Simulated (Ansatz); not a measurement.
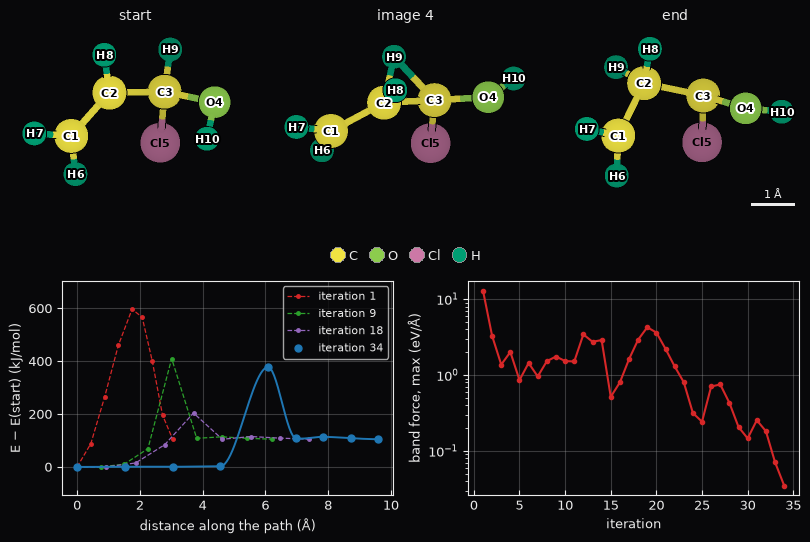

NEB run on C3H5ClO. Images are numbered from 0 (start) to 8 (end). The plot follows the band through its iterations. A ball-and-stick model, seen from a free direction.

Theory: UHF/STO-3G (Ansatz). Run with 7 movable images; climbing image; force threshold 0.05 eV/Å; iteration limit 60; starting path through a guess of the saddle point.

Did the band converge, and can the barrier be trusted?

The run is converged, with reservations. The band converged in 34 iterations. The largest component of the band force went from 13 to 0.035 eV/Å. The climbing image converged on the top of the path. Its vibrational analysis gives one imaginary mode (2787i cm⁻¹), as a transition state must have. The first iteration put the highest image at 597.0 kJ/mol. The energy climbs by 377.8 kJ/mol to image 4 and then falls by 272.8 kJ/mol, so the end point sits at +105.0 kJ/mol.

Limits of the set-up: Hartree-Fock leaves out electron correlation; STO-3G is a minimal basis, so the numbers are rough.

The run took 3.2 min on 1 thread of Arm Neoverse V1, with other jobs on the host, peak memory 0.1 GiB.
